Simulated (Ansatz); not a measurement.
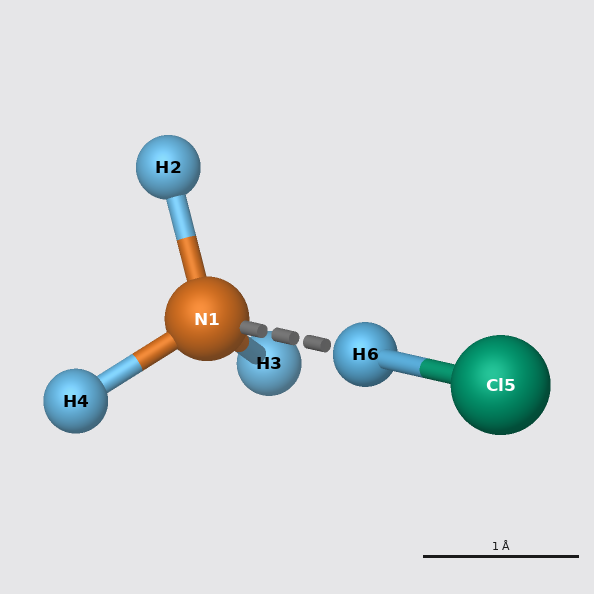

Two molecules or ions; the broken line marks their closest contact (measured against van der Waals radii). Geometry: a pair of rigid molecules at a changed separation. Program: Ansatz 0.2.0.

Which two species are they?

NH3 and HCl (`Cl.N`).

How long is the contact?

N1···H6 is 1.58 Å.

Give the counterpoise-corrected interaction energy (kJ/mol, monomers kept as in the pair) with RHF-CCSD(T) (frozen core)/def2-TZVPPD; B3LYP-D4/def2-TZVPPD; PBE0-D4/def2-TZVPPD; ωB97M-V/def2-TZVPPD; PBE-D4/def2-TZVPPD.

```
                                level  interaction energy (kJ/mol)
RHF-CCSD(T) (frozen core)/def2-TZVPPD                        −33.9
                 B3LYP-D4/def2-TZVPPD                        −44.3
                  PBE0-D4/def2-TZVPPD                        −50.5
                  ωB97M-V/def2-TZVPPD                        −39.6
                   PBE-D4/def2-TZVPPD                        −51.9
```
